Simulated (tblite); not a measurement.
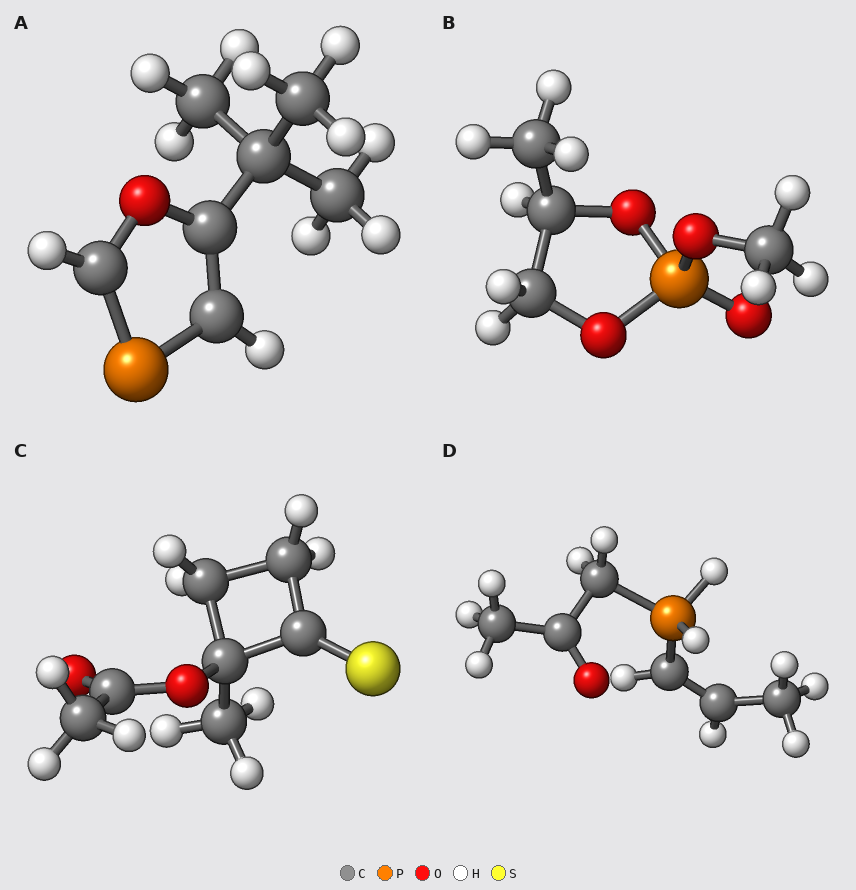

(Drawn from a calculation with tblite.)

> Which panel belongs to which SMILES?
(1) CC(C)(C)c1cpco1
(2) CC(=O)O[C@@]1(C)CCC1=S
(3) CO[P@@]1(=O)OC[C@@H](C)O1
(4) C/C=C\[PH2+]CC(C)=O

A is (1), B is (3), C is (2), D is (4).
